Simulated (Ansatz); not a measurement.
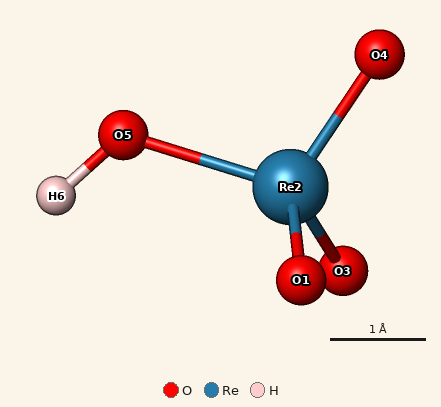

Fig. 1: The structure as given in the input (ball-and-stick view, seen at a tilt; atoms are numbered from 1 in the order of the input). Sticks mark near contacts.

Single-point calculation, with input and output: ReHO4

System: ReHO4, SMILES [O]=[Re](=[O])(=[O])[OH].
Method: RKS PBE0-D4/def2-QZVPP (Ansatz 0.2.0).

The geometry comes from this level: PBE0-D4/def2-TZVP.

**Log**
```
Functional definition: PBE0
  name "PBE0"
  cite "Adamo & Barone, J. Chem. Phys. 110, 6158 (1999) doi:10.1063/1.478522"
  cite "Perdew, Burke & Ernzerhof, Phys. Rev. Lett. 77, 3865 (1996) doi:10.1103/PhysRevLett.77.3865"
  parent pbe
  parameter a = 0.25
  parameter kappa = 0.804
  parameter beta = 0.06672455060314922
  exchange = (1 - a)*pbe_x(kappa = kappa, mu = beta*pi^2/3) + a*exact_x
  correlation = pbe_c(beta = beta)
1257 factors; their error is unknown
mean field evaluation 1: about -10310.4154 eV, gradient 1.2e2 eV
mean field evaluation 2: about -10153.1700 eV, gradient 3.2e2 eV
mean field evaluation 4: about -10332.1835 eV, gradient 3.2e1 eV
mean field evaluation 8: about -10333.8702 eV, gradient 1.7e-1 eV
mean field evaluation 16: about -10333.8872 eV, gradient 3.1e-4 eV
mean field -10333.88718982 eV, -379.7633496657 hartree, gradient 8.2e-5 eV, S^2 0.000000; 0 other end points of the search recorded, 0 dependent functions left out
reference -10333.88722174 eV, -379.7633508386 hartree; 24, 24 occupied and 322, 322 virtual orbitals, 1257 factors
Total energy: -10334.01068344 eV, -379.7678879723 hartree
```

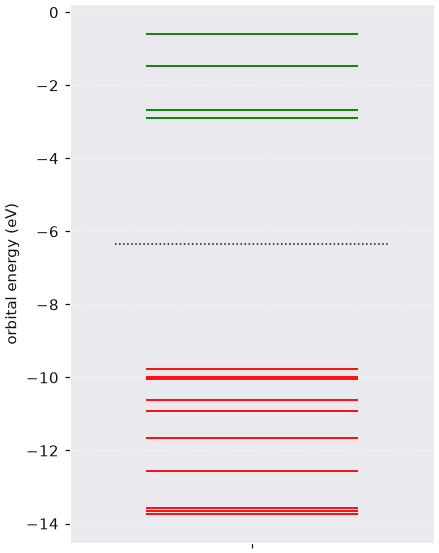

Fig. 2: Orbital energies near the frontier; the dotted line parts filled from empty levels, and levels within 0.02 eV of each other stand side by side. Highest filled −9.77 eV, lowest empty −2.90 eV, 6.87 eV apart.

This output came from the following input.

**The input**
```yaml
crystal:
  periodic: [false, false, false]
  atoms:
    - {symbol: O, position_ang: [0.107932, -0.772484, 1.657647]}
    - {symbol: Re, position_ang: [0.053834, -0.440121, -0.002430]}
    - {symbol: O, position_ang: [-1.446528, -0.947797, -0.602803]}
    - {symbol: O, position_ang: [1.304694, -1.256270, -0.799093]}
    - {symbol: O, position_ang: [0.293074, 1.381241, -0.308284]}
    - {symbol: H, position_ang: [-0.313006, 2.035431, 0.054943]}
basis:
  gaussian: {orbitals: "def2-QZVPP.json"}
hamiltonian: {xc: pbe0, dispersion: d4}
output: {orbitals: {seedname: orbitals}}
```

Command:
```bash
ansatz run in.yaml --threads 4 --pin off --events-out ev --progress --plain --max-ram 10444MiB
```

**Key numbers**

| quantity | value |
| --- | --- |
| outcome | converged |
| total energy | −10334.0107 eV |
| mean-field energy | −10333.8872 eV |
| dispersion energy | −0.1235 eV |
| SCF solution under orbital rotations | stable |
| HOMO | −9.77 eV |
| LUMO | −2.90 eV |
| hardware | 4 threads of Arm Neoverse V1, 23 GiB of memory available, shared host |
| wall time | 4.6 s (CPU time 17 s) |
| peak memory | 0.91 GiB |
